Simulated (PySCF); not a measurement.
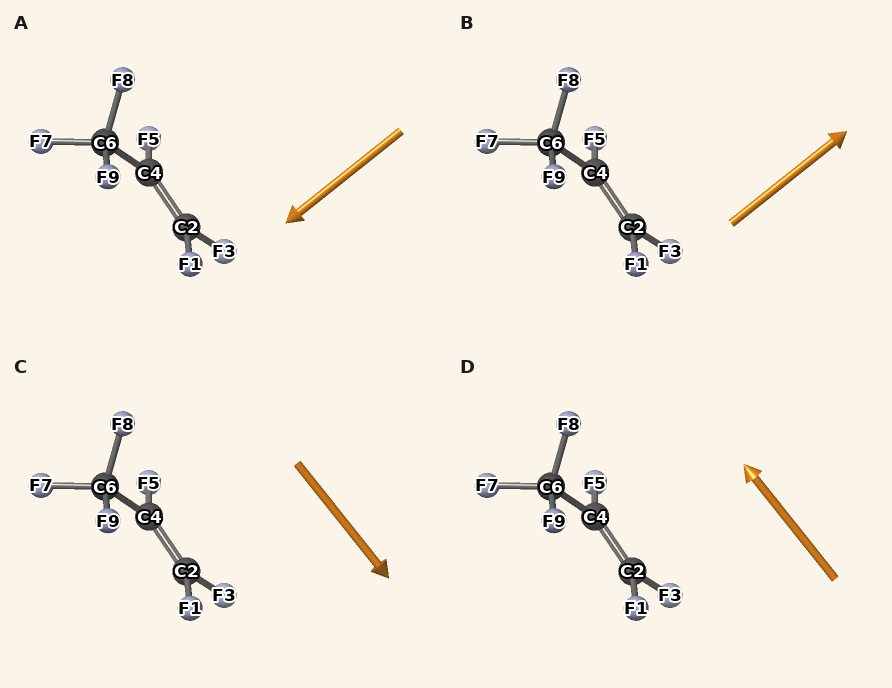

The same molecule four times, each with an arrow. The geometry was computed by an optimisation with GFN2-xTB. No frequency run is at hand to confirm it as a minimum. Properties computed with PBE0/pcSseg-1, gas phase (PySCF 2.14.0).

Question: Which arrow points along the dipole moment, from the negative to the positive end?

Answer: C. The dipole moment is 1.04 D; it points from the side of F7, F8 to the side of F3 (the outermost atoms at the two ends).
